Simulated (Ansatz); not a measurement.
# ClGaH5NO2: two geometries relaxed, part 2 of 2

Aim: relax the geometries before and after the reaction (ligand exchange), and see whether they are two minima and how far apart in energy. Meant to form: Ga1–N7, H10–Cl2; to break: Ga1–Cl2, H10–N7. The start is a guess near the saddle point, from which both ends are pulled out.

Ansatz 0.2.0; RKS PBE0-D4/def2-SVP. The steps go on from the part before.

**5. Pulling towards end B**

Springs on the bonds that form and break draw the guess towards this end; the thresholds are loose.

The input, input.yaml:

```yaml
crystal:
  periodic: [false, false, false]
  atoms:
    - { symbol: Ga, position_ang: [0.0, 0.0, 0.0] }
    - { symbol: Cl, position_ang: [0.0, 0.0, 2.59] }
    - { symbol: O, position_ang: [1.5501, 0.0, -0.895] }
    - { symbol: H, position_ang: [1.85, -0.9519, -1.0499] }
    - { symbol: O, position_ang: [-1.5501, 0.0, -0.895] }
    - { symbol: H, position_ang: [-2.0598, -0.8467, -0.6865] }
    - { symbol: "N", position_ang: [0.0999, 2.1139, 0.7032] }
    - { symbol: H, position_ang: [0.4935, 2.3354, 1.6622] }
    - { symbol: H, position_ang: [-0.2461, 2.8972, 0.0784] }
    - { symbol: H, position_ang: [0.0694, 1.4686, 1.8808] }
basis:
  gaussian: { orbitals: def2-SVP }
hamiltonian:
  xc: pbe0
  dispersion: d4
relax:
  f_tol: 0.15
  max_steps: 25
  restrain:
    - { distance: [0, 6], at: 1.93, k: 30.0 }
    - { distance: [9, 1], at: 1.37, k: 30.0 }
    - { distance: [0, 1], at: 3.44, k: 30.0 }
    - { distance: [9, 6], at: 2.26, k: 30.0 }
```

The run is started by

```
$ ansatz run input.yaml --threads 4 --pin off --max-ram 5120MiB --backend cpu --events-out ev --progress --plain --runs-dir out
```

Standard output:

```text
Warning: RAYON_NUM_THREADS=4 ignored (pool sized by the plan → 4); use --threads N
The last accepted step is kept in <dir> (removed where the run ends without a failure and the disk answers)
Engine: ansatz 0.2.0, aarch64-unknown-linux-gnu
Functional definition: PBE0
  parameter a = 0.25
  parameter kappa = 0.804
  parameter beta = 0.06672455060314922
  exchange = (1 - a)*pbe_x(kappa = kappa, mu = beta*pi^2/3) + a*exact_x
  correlation = pbe_c(beta = beta)
1215 factors; integrals over basis functions are off by at most 3.1e-4 eV
mean field evaluation 1: about -70520.2227 eV, gradient 8.5e1 eV
mean field evaluation 2: about -70478.2964 eV, gradient 1.6e2 eV
mean field evaluation 4: about -70533.4495 eV, gradient 9.3e0 eV
mean field evaluation 8: about -70533.6354 eV, gradient 7.1e-1 eV
mean field evaluation 16: about -70533.6366 eV, gradient 7.3e-5 eV
mean field -70533.63656250 eV, -2592.0633342559 hartree, gradient 7.3e-5 eV, S^2 0.000000; 0 other end points of the search recorded, 0 dependent functions left out
the calculation of the forces begins
reference -70533.63659261 eV, -2592.0633353625 hartree; 38, 38 occupied and 79, 79 virtual orbitals, 1215 factors
relax step   1: F+E_penalty+E_count = -70533.82511032 eV  Δ(F+E_penalty+E_count) = +0.000e0 eV  max|allowed force component| = 3.723e0 eV/Å  E_restraint = 25.82908277 eV  max|allowed force component, restraints' pulls added| = 2.689e1 eV/Å  Δτ_max = 0.0000 Å  (29 SCF iters, accepted)
  distance Ga 0 - N 6 = 2.2300 Å
  distance H 9 - Cl 1 = 1.6324 Å
  distance Ga 0 - Cl 1 = 2.5900 Å
  distance H 9 - N 6 = 1.3432 Å
these checks for a lower state are left out or cut short: starts, cluster_reference, orbital_swaps, neighbouring_geometries, increment
1215 factors; integrals over basis functions are off by at most 5.0e-4 eV
mean field -70534.15304717 eV, -2592.0823147173 hartree, gradient 1.1e-5 eV, S^2 0.000000; 0 other end points of the search recorded, 0 dependent functions left out
the calculation of the forces begins
reference -70534.15307733 eV, -2592.0823158259 hartree; 38, 38 occupied and 79, 79 virtual orbitals, 1215 factors
relax step   2: F+E_penalty+E_count = -70534.33887938 eV  Δ(F+E_penalty+E_count) = -5.138e-1 eV  max|allowed force component| = 4.136e0 eV/Å  E_restraint = 11.33760752 eV  max|allowed force component, restraints' pulls added| = 1.906e1 eV/Å  Δτ_max = 0.1948 Å  (36 SCF iters, accepted)
  distance Ga 0 - N 6 = 2.1281 Å
  distance H 9 - Cl 1 = 1.5082 Å
  distance Ga 0 - Cl 1 = 2.8935 Å
  distance H 9 - N 6 = 1.6285 Å
these checks for a lower state are left out or cut short: starts, cluster_reference, orbital_swaps, neighbouring_geometries, increment
1215 factors; integrals over basis functions are off by at most 8.3e-4 eV
mean field evaluation 32: about -70534.6616 eV, gradient 9.9e-6 eV
mean field -70534.66164372 eV, -2592.1010052958 hartree, gradient 1.4e-5 eV, S^2 0.000000; 0 other end points of the search recorded, 0 dependent functions left out
the calculation of the forces begins
reference -70534.66167408 eV, -2592.1010064116 hartree; 38, 38 occupied and 79, 79 virtual orbitals, 1215 factors
relax step   3: F+E_penalty+E_count = -70534.84398416 eV  Δ(F+E_penalty+E_count) = -5.051e-1 eV  max|allowed force component| = 3.956e0 eV/Å  E_restraint = 3.39172858 eV  max|allowed force component, restraints' pulls added| = 9.874e0 eV/Å  Δτ_max = 0.1948 Å  (33 SCF iters, accepted)
  distance Ga 0 - N 6 = 2.0282 Å
  distance H 9 - Cl 1 = 1.3861 Å
  distance Ga 0 - Cl 1 = 3.1245 Å
  distance H 9 - N 6 = 1.9185 Å
these checks for a lower state are left out or cut short: starts, cluster_reference, orbital_swaps, neighbouring_geometries, increment
1215 factors; integrals over basis functions are off by at most 1.1e-3 eV
mean field -70535.49072432 eV, -2592.1314734459 hartree, gradient 1.1e-5 eV, S^2 0.000000; 0 other end points of the search recorded, 0 dependent functions left out
the calculation of the forces begins
reference -70535.49075506 eV, -2592.1314745755 hartree; 38, 38 occupied and 79, 79 virtual orbitals, 1215 factors
relax step   4: F+E_penalty+E_count = -70535.66768751 eV  Δ(F+E_penalty+E_count) = -8.237e-1 eV  max|allowed force component| = 2.205e0 eV/Å  E_restraint = 0.19392302 eV  max|allowed force component, restraints' pulls added| = 2.290e0 eV/Å  Δτ_max = 0.1949 Å  (32 SCF iters, accepted)
  distance Ga 0 - N 6 = 1.9163 Å
  distance H 9 - Cl 1 = 1.3210 Å
  distance Ga 0 - Cl 1 = 3.3750 Å
  distance H 9 - N 6 = 2.1818 Å
these checks for a lower state are left out or cut short: starts, cluster_reference, orbital_swaps, neighbouring_geometries, increment
1215 factors; integrals over basis functions are off by at most 9.9e-4 eV
mean field -70535.86172469 eV, -2592.1451074582 hartree, gradient 1.4e-5 eV, S^2 0.000000; 0 other end points of the search recorded, 0 dependent functions left out
the calculation of the forces begins
reference -70535.86175496 eV, -2592.1451085703 hartree; 38, 38 occupied and 79, 79 virtual orbitals, 1215 factors
relax step   5: F+E_penalty+E_count = -70536.03681737 eV  Δ(F+E_penalty+E_count) = -3.691e-1 eV  max|allowed force component| = 1.035e0 eV/Å  E_restraint = 0.04222662 eV  max|allowed force component, restraints' pulls added| = 6.243e-1 eV/Å  Δτ_max = 0.1947 Å  (30 SCF iters, accepted)
  distance Ga 0 - N 6 = 1.8905 Å
  distance H 9 - Cl 1 = 1.3360 Å
  distance Ga 0 - Cl 1 = 3.4447 Å
  distance H 9 - N 6 = 2.2688 Å
these checks for a lower state are left out or cut short: starts, cluster_reference, orbital_swaps, neighbouring_geometries, increment
1215 factors; integrals over basis functions are off by at most 9.3e-4 eV
mean field -70536.02449607 eV, -2592.1510891959 hartree, gradient 1.7e-5 eV, S^2 0.000000; 0 other end points of the search recorded, 0 dependent functions left out
the calculation of the forces begins
reference -70536.02452613 eV, -2592.1510903005 hartree; 38, 38 occupied and 79, 79 virtual orbitals, 1215 factors
relax step   6: F+E_penalty+E_count = -70536.20143252 eV  Δ(F+E_penalty+E_count) = -1.646e-1 eV  max|allowed force component| = 1.775e0 eV/Å  E_restraint = 0.03906482 eV  max|allowed force component, restraints' pulls added| = 1.206e0 eV/Å  Δτ_max = 0.1948 Å  (31 SCF iters, accepted)
  distance Ga 0 - N 6 = 1.8875 Å
  distance H 9 - Cl 1 = 1.3438 Å
  distance Ga 0 - Cl 1 = 3.4454 Å
  distance H 9 - N 6 = 2.2692 Å
these checks for a lower state are left out or cut short: starts, cluster_reference, orbital_swaps, neighbouring_geometries, increment
1215 factors; integrals over basis functions are off by at most 9.0e-4 eV
mean field -70536.19301354 eV, -2592.1572820989 hartree, gradient 9.9e-6 eV, S^2 0.000000; 0 other end points of the search recorded, 0 dependent functions left out
the calculation of the forces begins
reference -70536.19304334 eV, -2592.1572831937 hartree; 38, 38 occupied and 79, 79 virtual orbitals, 1215 factors
relax step   7: F+E_penalty+E_count = -70536.37061838 eV  Δ(F+E_penalty+E_count) = -1.692e-1 eV  max|allowed force component| = 1.487e0 eV/Å  E_restraint = 0.04199009 eV  max|allowed force component, restraints' pulls added| = 9.124e-1 eV/Å  Δτ_max = 0.2000 Å  (30 SCF iters, accepted)
  distance Ga 0 - N 6 = 1.8850 Å
  distance H 9 - Cl 1 = 1.3426 Å
  distance Ga 0 - Cl 1 = 3.4425 Å
  distance H 9 - N 6 = 2.2638 Å
these checks for a lower state are left out or cut short: starts, cluster_reference, orbital_swaps, neighbouring_geometries, increment
1215 factors; integrals over basis functions are off by at most 9.9e-4 eV
mean field evaluation 64: about -70536.3279 eV, gradient 4.3e-1 eV
mean field -70536.32935268 eV, -2592.1622924699 hartree, gradient 8.6e-6 eV, S^2 0.000000; 0 other end points of the search recorded, 0 dependent functions left out
the calculation of the forces begins
reference -70536.32938234 eV, -2592.1622935597 hartree; 38, 38 occupied and 79, 79 virtual orbitals, 1215 factors
relax step   8: F+E_penalty+E_count = -70536.50648790 eV  Δ(F+E_penalty+E_count) = -1.359e-1 eV  max|allowed force component| = 1.300e0 eV/Å  E_restraint = 0.04419634 eV  max|allowed force component, restraints' pulls added| = 6.634e-1 eV/Å  Δτ_max = 0.2000 Å  (30 SCF iters, accepted)
  distance Ga 0 - N 6 = 1.8837 Å
  distance H 9 - Cl 1 = 1.3419 Å
  distance Ga 0 - Cl 1 = 3.4398 Å
  distance H 9 - N 6 = 2.2566 Å
these checks for a lower state are left out or cut short: starts, cluster_reference, orbital_swaps, neighbouring_geometries, increment
1215 factors; integrals over basis functions are off by at most 1.0e-3 eV
mean field -70536.41104661 eV, -2592.1652946663 hartree, gradient 1.4e-5 eV, S^2 0.000000; 0 other end points of the search recorded, 0 dependent functions left out
the calculation of the forces begins
reference -70536.41107630 eV, -2592.1652957574 hartree; 38, 38 occupied and 79, 79 virtual orbitals, 1215 factors
relax step   9: F+E_penalty+E_count = -70536.58764078 eV  Δ(F+E_penalty+E_count) = -8.115e-2 eV  max|allowed force component| = 1.182e0 eV/Å  E_restraint = 0.04426026 eV  max|allowed force component, restraints' pulls added| = 3.108e-1 eV/Å  Δτ_max = 0.2000 Å  (30 SCF iters, accepted)
  distance Ga 0 - N 6 = 1.8860 Å
  distance H 9 - Cl 1 = 1.3401 Å
  distance Ga 0 - Cl 1 = 3.4400 Å
  distance H 9 - N 6 = 2.2490 Å
these checks for a lower state are left out or cut short: starts, cluster_reference, orbital_swaps, neighbouring_geometries, increment
1215 factors; integrals over basis functions are off by at most 1.1e-3 eV
mean field -70536.43864531 eV, -2592.1663089000 hartree, gradient 7.9e-6 eV, S^2 0.000000; 0 other end points of the search recorded, 0 dependent functions left out
the calculation of the forces begins
reference -70536.43867497 eV, -2592.1663099900 hartree; 38, 38 occupied and 79, 79 virtual orbitals, 1215 factors
relax step  10: F+E_penalty+E_count = -70536.61490472 eV  Δ(F+E_penalty+E_count) = -2.726e-2 eV  max|allowed force component| = 1.404e0 eV/Å  E_restraint = 0.03596714 eV  max|allowed force component, restraints' pulls added| = 2.840e-1 eV/Å  Δτ_max = 0.2000 Å  (30 SCF iters, accepted)
  distance Ga 0 - N 6 = 1.8948 Å
  distance H 9 - Cl 1 = 1.3385 Å
  distance Ga 0 - Cl 1 = 3.4370 Å
  distance H 9 - N 6 = 2.2473 Å
these checks for a lower state are left out or cut short: starts, cluster_reference, orbital_swaps, neighbouring_geometries, increment
1215 factors; integrals over basis functions are off by at most 1.1e-3 eV
mean field -70536.44489089 eV, -2592.1665384205 hartree, gradient 9.1e-6 eV, S^2 0.000000; 0 other end points of the search recorded, 0 dependent functions left out
the calculation of the forces begins
reference -70536.44492059 eV, -2592.1665395120 hartree; 38, 38 occupied and 79, 79 virtual orbitals, 1215 factors
relax step  11: F+E_penalty+E_count = -70536.62080156 eV  Δ(F+E_penalty+E_count) = -5.897e-3 eV  max|allowed force component| = 1.186e0 eV/Å  E_restraint = 0.04005221 eV  max|allowed force component, restraints' pulls added| = 1.284e-1 eV/Å  Δτ_max = 0.0299 Å  (29 SCF iters, accepted)
  distance Ga 0 - N 6 = 1.8915 Å
  distance H 9 - Cl 1 = 1.3385 Å
  distance Ga 0 - Cl 1 = 3.4333 Å
  distance H 9 - N 6 = 2.2476 Å
1215 factors; integrals over basis functions are off by at most 1.1e-3 eV
mean field evaluation 96: about -70536.4234 eV, gradient 1.1e0 eV
mean field -70536.44489089 eV, -2592.1665384205 hartree, gradient 9.1e-6 eV, S^2 0.000000; 1 other end points of the search recorded, 0 dependent functions left out
the calculation of the forces begins
reference -70536.44492059 eV, -2592.1665395120 hartree; 38, 38 occupied and 79, 79 virtual orbitals, 1215 factors
Total energy: -70536.62083126 eV, -2592.1730041099 hartree
Atom 0 at     0.035135     0.578325    -0.294569 Å, force     0.045727     1.021875     0.626675 eV/Å
Atom 1 at    -0.139330    -0.195329     3.045905 Å, force     0.075183     0.885498    -0.472131 eV/Å
Atom 2 at     1.584534    -0.213525    -0.657344 Å, force    -0.003615    -0.007909     0.012023 eV/Å
Atom 3 at     1.526252    -1.114672    -0.987902 Å, force     0.001139     0.001969     0.002114 eV/Å
Atom 4 at    -1.577595     0.006025    -0.775166 Å, force     0.002198    -0.011041     0.014654 eV/Å
Atom 5 at    -1.623328    -0.905586    -1.077764 Å, force    -0.004114     0.000510    -0.003549 eV/Å
Atom 6 at     0.115456     2.230327     0.623159 Å, force    -0.063478    -1.185715    -0.252545 eV/Å
Atom 7 at     0.989840     2.739850     0.531022 Å, force     0.011180    -0.019317     0.003536 eV/Å
Atom 8 at    -0.665288     2.860777     0.463478 Å, force    -0.018524    -0.022046     0.003365 eV/Å
Atom 9 at    -0.038775     1.030307     2.517383 Å, force    -0.045696    -0.663824     0.065858 eV/Å
Dipole moment:     0.018968     0.050870    -0.414943 e Å
```

Run time: 28 s. Hardware: 4 threads of Arm Neoverse V1, shared host; peak memory 0.31 GiB.

The steps of the relaxation:

```tsv
step	energy from step 1 (eV)	largest force component (eV/Å)
1	0.0000	3.7232
2	-0.5138	4.1355
3	-1.0189	3.9563
4	-1.8426	2.2055
5	-2.2117	1.0350
6	-2.3763	1.7754
7	-2.5455	1.4874
8	-2.6814	1.3004
9	-2.7625	1.1818
10	-2.7898	1.4043
11	-2.7957	1.1857
```

Step 1 is the start. Energies and forces in the table leave out the springs, which the log lists apart; the run stops on the force with the springs' pull added.

After: Bond lengths: Ga1–O3 1.777 Å, O3–H4 0.962 Å, Ga1–O5 1.777 Å, O5–H6 0.962 Å, Ga1–N7 1.892 Å, N7–H8 1.016 Å, N7–H9 1.016 Å, Cl2–H10 1.339 Å. Angles: Ga1–O3–H4 115.8°, O3–Ga1–O5 126.3°, O3–Ga1–N7 116.8°, O5–Ga1–N7 116.8°, Ga1–O5–H6 115.7°, Ga1–N7–H8 115.5°, Ga1–N7–H9 115.7°, H8–N7–H9 109.6°.

Pairs that crossed the distance rule for bonds on the way: came closer Cl2–H10; moved apart Ga1–Cl2.

**6. End point B**

It starts where the restrained run ended.

The input, input.yaml:

```yaml
crystal:
  periodic: [false, false, false]
  atoms:
    - { symbol: Ga, position_ang: [0.035135, 0.578325, -0.294569] }
    - { symbol: Cl, position_ang: [-0.13933, -0.195329, 3.045905] }
    - { symbol: O, position_ang: [1.584534, -0.213525, -0.657344] }
    - { symbol: H, position_ang: [1.526252, -1.114672, -0.987902] }
    - { symbol: O, position_ang: [-1.577595, 0.006025, -0.775166] }
    - { symbol: H, position_ang: [-1.623328, -0.905586, -1.077764] }
    - { symbol: "N", position_ang: [0.115456, 2.230327, 0.623159] }
    - { symbol: H, position_ang: [0.98984, 2.73985, 0.531022] }
    - { symbol: H, position_ang: [-0.665288, 2.860777, 0.463478] }
    - { symbol: H, position_ang: [-0.038775, 1.030307, 2.517383] }
basis:
  gaussian: { orbitals: def2-SVP }
hamiltonian:
  xc: pbe0
  dispersion: d4
relax:
  f_tol: 0.03
  max_steps: 50
output:
  orbitals: {}
```

The run is started by

```
$ ansatz run input.yaml --threads 4 --pin off --max-ram 5120MiB --backend cpu --events-out ev --progress --plain --runs-dir out
```

Standard output (excerpt; [...] marks lines left out):

```text
Warning: RAYON_NUM_THREADS=4 ignored (pool sized by the plan → 4); use --threads N
[...]
[... 1 set-up line as earlier in the session ...]
[...]
1216 factors; integrals over basis functions are off by at most 3.4e-4 eV
[...]
mean field -70536.44491637 eV, -2592.1665393571 hartree, gradient 1.2e-5 eV, S^2 0.000000; 0 other end points of the search recorded, 0 dependent functions left out
[...]
reference -70536.44494657 eV, -2592.1665404669 hartree; 38, 38 occupied and 79, 79 virtual orbitals, 1216 factors
relax step   1: F+E_penalty+E_count = -70536.62082703 eV  Δ(F+E_penalty+E_count) = +0.000e0 eV  max|allowed force component| = 1.186e0 eV/Å  Δτ_max = 0.0000 Å  (28 SCF iters, accepted)
[...]
relax step   4: F+E_penalty+E_count = -70536.86968792 eV  Δ(F+E_penalty+E_count) = -3.646e-2 eV  max|allowed force component| = 1.140e0 eV/Å  Δτ_max = 0.1262 Å  (30 SCF iters, accepted)
[...]
relax step  10: F+E_penalty+E_count = -70538.55893444 eV  Δ(F+E_penalty+E_count) = -9.747e-2 eV  max|allowed force component| = 1.155e0 eV/Å  Δτ_max = 0.2000 Å  (29 SCF iters, accepted)
[...]
relax step  13: F+E_penalty+E_count = -70538.63868680 eV  Δ(F+E_penalty+E_count) = -8.132e-3 eV  max|allowed force component| = 1.767e-1 eV/Å  Δτ_max = 0.0840 Å  (29 SCF iters, accepted)
[...]
relax step  14: F+E_penalty+E_count = -70538.64629823 eV  Δ(F+E_penalty+E_count) = -7.611e-3 eV  max|allowed force component| = 2.763e-2 eV/Å  Δτ_max = 0.0905 Å  (29 SCF iters, accepted)
[...]
relax step  15: F+E_penalty+E_count = -70538.64629167 eV  Δ(F+E_penalty+E_count) = +6.560e-6 eV  max|allowed force component| = 2.526e-1 eV/Å  Δτ_max = 0.0617 Å  (29 SCF iters, rejected (line search))
[...]
1216 factors; integrals over basis functions are off by at most 1.5e-3 eV
mean field -70538.45250288 eV, -2592.2403168004 hartree, gradient 7.2e-6 eV, S^2 0.000000; 0 other end points of the search recorded, 0 dependent functions left out
[...]
reference -70538.45253259 eV, -2592.2403178925 hartree; 38, 38 occupied and 79, 79 virtual orbitals, 1216 factors
```

**7. The log goes on: end point B relaxed**

The log, continued (excerpt; [...] marks lines left out):

```text
relax step  16: F+E_penalty+E_count = -70538.64730566 eV  Δ(F+E_penalty+E_count) = -1.007e-3 eV  max|allowed force component| = 1.392e-2 eV/Å  Δτ_max = 0.0303 Å  (29 SCF iters, accepted)
[...]
relax step  18: F+E_penalty+E_count = -70538.64788501 eV  Δ(F+E_penalty+E_count) = -5.793e-4 eV  max|allowed force component| = 1.614e-2 eV/Å  Δτ_max = 0.0307 Å  (29 SCF iters, accepted)
[...]
relax step  20: F+E_penalty+E_count = -70538.64859694 eV  Δ(F+E_penalty+E_count) = -5.813e-4 eV  max|allowed force component| = 1.031e-2 eV/Å  Δτ_max = 0.0472 Å  (29 SCF iters, accepted)
[...]
relax step  22: F+E_penalty+E_count = -70538.63726912 eV  Δ(F+E_penalty+E_count) = +1.152e-2 eV  max|allowed force component| = 6.892e-1 eV/Å  Δτ_max = 0.1148 Å  (29 SCF iters, rejected (line search))
[...]
Atom 0 at    -0.008851     0.048480     0.277909 Å, force    -0.011075     0.020476     0.006829 eV/Å
Atom 1 at    -0.296238    -0.955594     2.198367 Å, force     0.001070    -0.001432     0.003224 eV/Å
Atom 2 at     1.643763     0.062827    -0.432381 Å, force     0.014098    -0.003626    -0.002586 eV/Å
Atom 3 at     1.934534    -0.772730    -0.807299 Å, force     0.003078    -0.000515    -0.005002 eV/Å
Atom 4 at    -1.452015     0.068101    -0.797030 Å, force    -0.005439    -0.009079    -0.003469 eV/Å
Atom 5 at    -2.124495    -0.569259    -0.539035 Å, force     0.000537     0.003763    -0.000927 eV/Å
Atom 6 at     0.104305     2.033815     0.813088 Å, force    -0.003939    -0.026018     0.002811 eV/Å
Atom 7 at     1.013134     2.377830     0.498878 Å, force     0.001648     0.001532    -0.000875 eV/Å
Atom 8 at    -0.635865     2.564348     0.353379 Å, force     0.000216     0.008164    -0.000919 eV/Å
Atom 9 at     0.028629     2.158682     1.822328 Å, force    -0.000194     0.006734     0.000914 eV/Å
Dipole moment:    -0.021384     0.783179     0.093790 e Å
```

Wall time 62 s (4 threads of Arm Neoverse V1, shared host); peak memory 0.3 GiB.

The steps of the relaxation:

```tsv
step	energy from step 1 (eV)	largest force component (eV/Å)
1	0.0000	1.1857
2	-0.1501	0.3919
3	-0.2124	0.9026
4	-0.2489	1.1401
5	-0.3321	1.4799
6	-0.6390	2.4308
7	-1.3311	1.6033
8	-1.5075	3.8074
9	-1.8406	1.7042
10	-1.9381	1.1552
11	-2.0006	0.6072
12	-2.0097	0.3692
13	-2.0179	0.1767
14	-2.0255	0.0276
15x	-2.0255	0.2526
16	-2.0265	0.0139
17x	-2.0264	0.1873
18	-2.0271	0.0161
19	-2.0272	0.0522
20	-2.0278	0.0103
21	-2.0280	0.0106
22x	-2.0164	0.6892
23	-2.0285	0.1324
24	-2.0292	0.1461
25	-2.0315	0.0349
26	-2.0323	0.0260
```

Step 1 is the start. 3 steps were tried and not accepted (15, 17, 22; marked x where the table lists them).

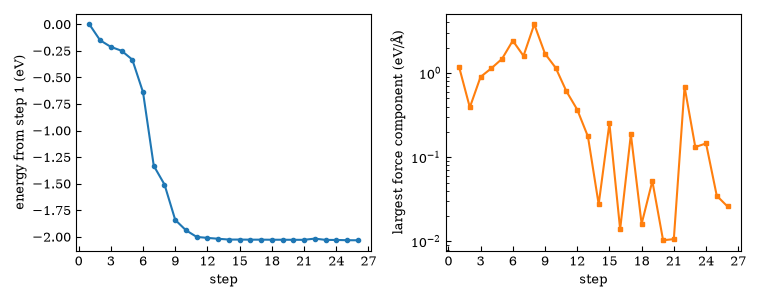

Energy and largest force along the relaxation.

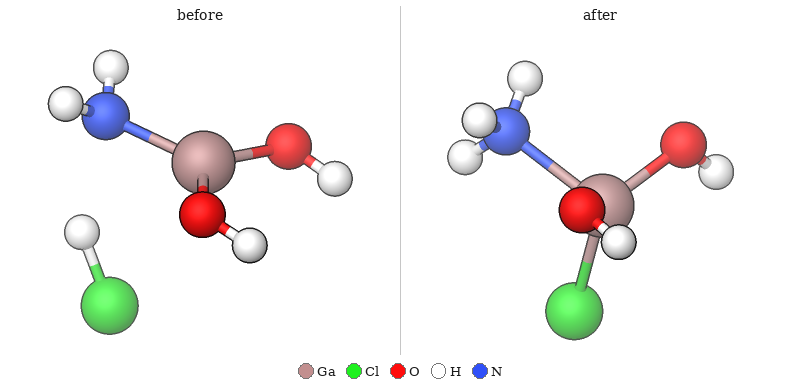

Before and after, at one scale.

After: Bond lengths: Ga1–Cl2 2.186 Å, Ga1–O3 1.799 Å, O3–H4 0.961 Å, Ga1–O5 1.800 Å, O5–H6 0.962 Å, Ga1–N7 2.059 Å, N7–H8 1.021 Å, N7–H9 1.020 Å, N7–H10 1.020 Å. Angles: Cl2–Ga1–O3 118.1°, Cl2–Ga1–O5 115.1°, Cl2–Ga1–N7 102.8°, O3–Ga1–O5 120.1°, O3–Ga1–N7 92.5°, O5–Ga1–N7 100.9°, Ga1–O3–H4 115.2°, Ga1–O5–H6 113.2°, Ga1–N7–H8 107.1°, Ga1–N7–H9 110.1°, Ga1–N7–H10 111.8°, H8–N7–H9 109.4°, H8–N7–H10 109.2°, H9–N7–H10 109.2°.

Pairs that crossed the distance rule for bonds on the way: came closer Ga1–Cl2, N7–H10; moved apart Cl2–H10.

**8. Summary of results**

This closing draws on all 2 parts.

```
                           quantity                     value
                              end A  10 moves, 1.006 eV lower
                              end B  22 moves, 2.032 eV lower
largest difference between the ends                    0.08 Å
            end B relative to end A                 -0.000 eV
```

**Reading.** Both starts fell into the same minimum (no atom differs by more than 0.08 Å), so from this start no second minimum was found and no band was run; another arrangement could still be one.
